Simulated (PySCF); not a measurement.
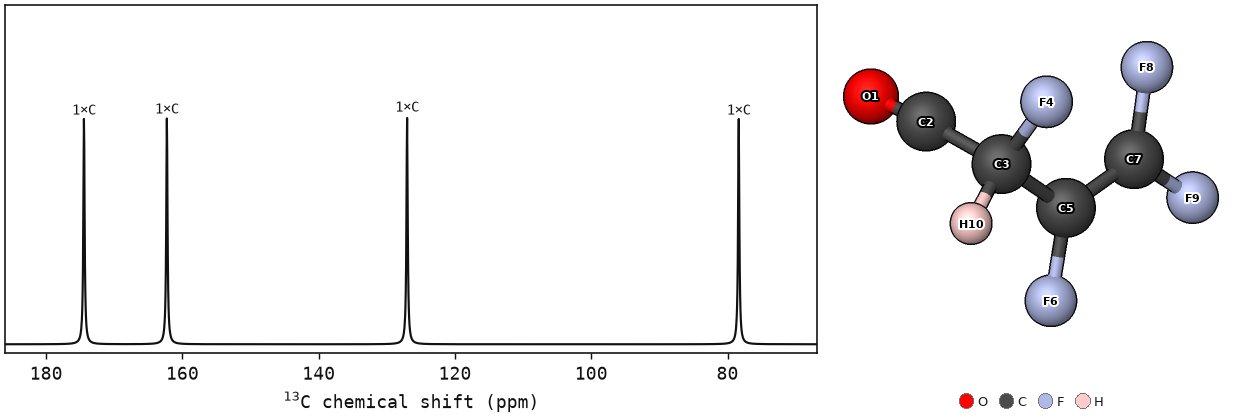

Spectrum and numbered structure of C₄HF₄O⁺, SMILES [O+]#C[C@H](F)C(F)=C(F)F. GIAO shifts, PBE0/pcSseg-1, PySCF, at a GFN2-xTB geometry (no frequency check), against TMS for ¹³C computed at the same level. Gas phase, fully decoupled, line heights follow the number of nuclei, widths are arbitrary (no quadrupolar broadening); values of one conformer, averaged over methyl-type rotors and exact or near symmetry; other conformers aren't averaged in.

Q: Assign the ¹³C signals to the numbered atoms.

A:
| δ (ppm) | nuclei | atoms |
| --- | --- | --- |
| 174.5 | 1 | C7 |
| 162.3 | 1 | C2 |
| 127.0 | 1 | C5 |
| 78.4 | 1 | C3 |

Caveats: the tight-binding geometry is rougher than a DFT one and adds to the error.
